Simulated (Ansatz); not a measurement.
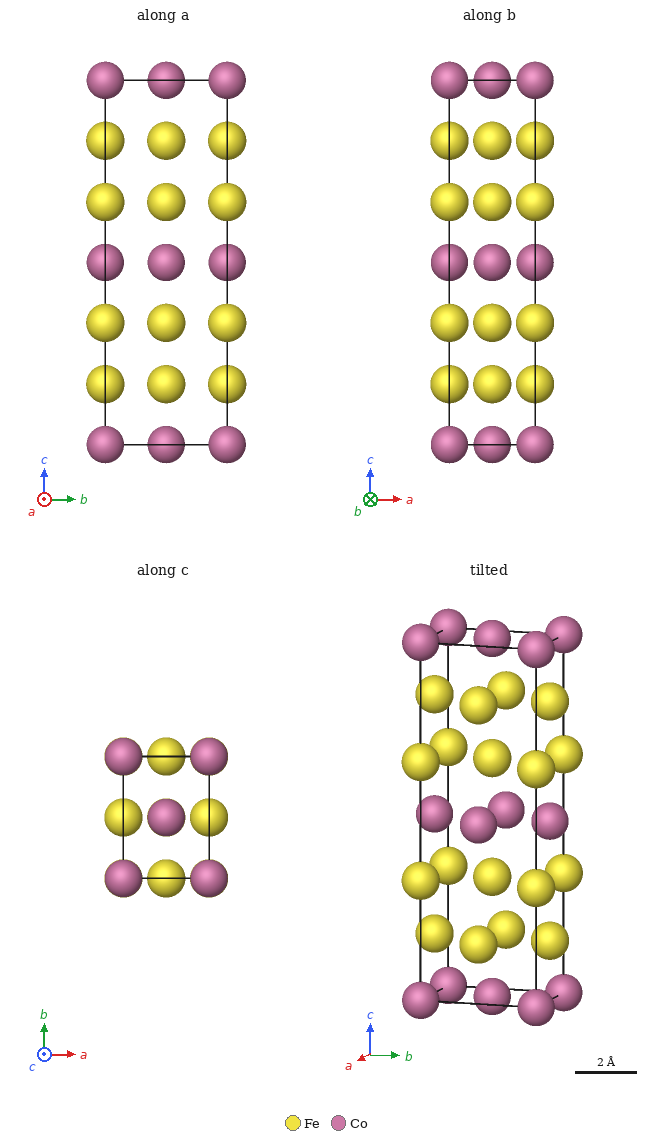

We look at a spheres-only model of the crystal along the a axis, along the b axis, along the c axis and slightly off an axis. One conventional unit cell is framed, with atoms on its boundary repeated.

Lattice parameters: a = 2.8366 Å, b = 4.0379 Å, c = 12.0650 Å, α = 90.000°, β = 90.000°, γ = 90.000°.

Set out the cell and atoms as a CIF with its space group and independent sites, with free fractional coordinates to two decimals.

Answer.
```cif
data_structure
_symmetry_space_group_name_H-M 'F m m m'
_symmetry_Int_Tables_number 69
_cell_length_a 2.8366
_cell_length_b 4.0379
_cell_length_c 12.0650
_cell_angle_alpha 90.000
_cell_angle_beta 90.000
_cell_angle_gamma 90.000
_cell_volume 138.19
loop_
_atom_site_label
_atom_site_type_symbol
_atom_site_symmetry_multiplicity
_atom_site_Wyckoff_symbol
_atom_site_fract_x
_atom_site_fract_y
_atom_site_fract_z
_atom_site_occupancy
Fe1 Fe 8 i 0.50 0.00 0.17 1
Co1 Co 4 a 0.00 0.00 0.00 1
```

Origin of the cell: a structure type filled with these elements by a generator (whether the compound takes this form wasn't checked). This is the structure after a relaxation with DFT PBE, scalar-relativistic, plane waves, PAW (Ansatz 0.2.0).
